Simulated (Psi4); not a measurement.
# PH (SMILES [PH]) at UHF/def2-TZVP (sweep point 3)

What is the vertical ionisation energy of PH at UHF/def2-TZVP (sweep point 3)? 

The results are computed with Psi4 1.11.

### Step 1. The molecule

PH: 2 atoms, total charge 0, spin state triplet. As SMILES, `[PH]`. The coordinates come from a GFN2-xTB relaxation.

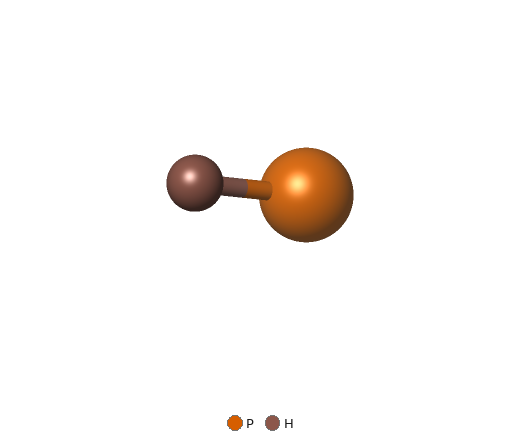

Viewed from a chosen angle; phosphorus orange, hydrogen brown.

### Step 2. The energy at UHF/def2-TZVP (sweep point 3)

The input, calc.in:

```
memory 1600 mb

molecule m {
  0 3
  P      0.00000000     0.00000000     0.00000000
  H      0.00000000     0.00000000     2.64385913
  units au
  symmetry c1
}

set {
  basis     def2-TZVP
  reference uhf
  puream    true
  scf_type  pk
  maxiter   150
}

E, wfn = energy("hf", return_wfn=True)
```

Command:

```bash
$ psi4 calc.in calc.out -n 1
```

calc.out, cut to the lines that bear on the results:

```text
[...]
  Running in c1 symmetry.
[...]
  Nuclear repulsion =    5.673524670733875
[...]
  Multiplicity = 3
[...]
  Nalpha       = 9
  Nbeta        = 7
[...]
    Number of basis functions: 43
[...]
   @UHF iter   1:  -341.27475783834984   -5.93043e-01   4.30678e-03 ADIIS/DIIS
[...]
   @UHF iter   9:  -341.29204752627089   -3.50907e-08   5.95147e-07 DIIS
[...]
   @S^2 Observed:                2.028497596E+00
[...]
    Orbital Energies [Eh]
    ---------------------
    Alpha Occupied:
       1A    -79.964722     2A     -7.509491     3A     -5.411739
       4A     -5.411739     5A     -5.396261     6A     -0.853131
       7A     -0.477910     8A     -0.385216     9A     -0.385216
    Alpha Virtual:
      10A      0.148997    11A      0.274347    12A      0.338450
      13A      0.338450    14A      0.393023    15A      0.393427
      16A      0.393427    17A      0.406809    18A      0.406809
      19A      0.592441    20A      0.744776    21A      1.438732
      22A      1.438732    23A      1.452269    24A      1.471322
      25A      1.471322    26A      1.486085    27A      1.486085
[...]
  @UHF Final Energy:  -341.29204752627089
   => Energetics <=
    Nuclear Repulsion Energy =              5.6735246707338751
    One-Electron Energy =                -483.4128642130058324
    Two-Electron Energy =                 136.4472920160010858
    Total Energy =                       -341.2920475262708919
  UHF NO Occupations:
  HONO-2 :    7  A 1.9863396
  HONO-1 :    8  A 1.0000000
[...]
 Multipole Moments:
 ------------------------------------------------------------------------------------
     Multipole            Electronic (a.u.)      Nuclear  (a.u.)        Total (a.u.)
 ------------------------------------------------------------------------------------
 L = 1.  Multiply by 2.5417464519 to convert [e a0] to [Debye]
 Dipole X            :         -0.0000000            0.0000000           -0.0000000
 Dipole Y            :         -0.0000000            0.0000000           -0.0000000
 Dipole Z            :         -1.0860749            1.3108184            0.2247435
 Magnitude           :                                                    0.2247435
[...]
```

It took 0.86 s on 1 thread of AMD EPYC 9R45 (Zen 5), shared host; peak memory 0.2 GiB.

### Step 3. The doublet cation at the same level

The input, calc.dat:

```
memory 1.6 GB

molecule mol {
  1 2
  P      0.00000000     0.00000000     0.00000000
  H      0.00000000     0.00000000     2.64385913
  units bohr
  symmetry c1
}

set basis def2-TZVP
set reference uhf
set puream true
set scf_type pk
set maxiter 150

energy('scf')
```

Command:

```bash
$ psi4 -n 1 calc.dat calc.out
```

calc.out, cut to the lines that bear on the results:

```text
[...]
  Running in c1 symmetry.
[...]
  Nuclear repulsion =    5.673524670733875
[...]
  Multiplicity = 2
[...]
  Nalpha       = 8
  Nbeta        = 7
[...]
    Number of basis functions: 43
[...]
   @UHF iter   1:  -340.89617172585082   -2.14456e-01   5.04955e-03 DIIS/ADIIS
[...]
   @UHF iter   9:  -340.93732011292730   -2.76127e-08   4.57483e-07 DIIS
[...]
   @S^2 Observed:                7.675377723E-01
[...]
    Orbital Energies [Eh]
    ---------------------
    Alpha Occupied:
       1A    -80.359083     2A     -7.896547     3A     -5.800445
       4A     -5.784267     5A     -5.782437     6A     -1.145509
       7A     -0.788279     8A     -0.708467
    Alpha Virtual:
       9A     -0.327112    10A     -0.097366    11A      0.032615
      12A      0.092493    13A      0.107452    14A      0.112430
      15A      0.121639    16A      0.122763    17A      0.126739
      18A      0.132567    19A      0.325461    20A      0.462394
      21A      1.121548    22A      1.126266    23A      1.127067
      24A      1.129915    25A      1.132970    26A      1.145775
[...]
  @UHF Final Energy:  -340.93732011292730
   => Energetics <=
    Nuclear Repulsion Energy =              5.6735246707338751
    One-Electron Energy =                -477.5711562745893275
    Two-Electron Energy =                 130.9603114909281487
    Total Energy =                       -340.9373201129272957
  UHF NO Occupations:
  HONO-2 :    6  A 1.9997171
  HONO-1 :    7  A 1.9914846
[...]
 Multipole Moments:
 ------------------------------------------------------------------------------------
     Multipole            Electronic (a.u.)      Nuclear  (a.u.)        Total (a.u.)
 ------------------------------------------------------------------------------------
 L = 1.  Multiply by 2.5417464519 to convert [e a0] to [Debye]
 Dipole X            :         -0.0000000            0.0000000           -0.0000000
 Dipole Y            :         -0.0000000            0.0000000           -0.0000000
 Dipole Z            :         -0.9420190            1.3108184            0.3687994
 Magnitude           :                                                    0.3687994
[...]
```

It took 0.9 s on 1 thread of AMD EPYC 9R45 (Zen 5), shared host; peak memory 0.2 GiB.

### Step 4. Results

At UHF/def2-TZVP (sweep point 3):

```
                                          quantity          value
                          triplet PH: total energy  -341.29205 Eh
                         triplet PH: dipole moment         0.57 D
    triplet PH: HOMO energy (highest over α and β)      -10.48 eV
     triplet PH: LUMO energy (lowest over α and β)        1.26 eV
                                  triplet PH: ⟨S²⟩          2.028
                      doublet cation: total energy  -340.93732 Eh
doublet cation: HOMO energy (highest over α and β)      -19.28 eV
 doublet cation: LUMO energy (lowest over α and β)       -8.90 eV
                              doublet cation: ⟨S²⟩          0.768
vertical ionisation energy (to the doublet cation)       9.653 eV
```

**Reading.** Removing an electron at fixed nuclei costs 9.65 eV (223 kcal/mol).
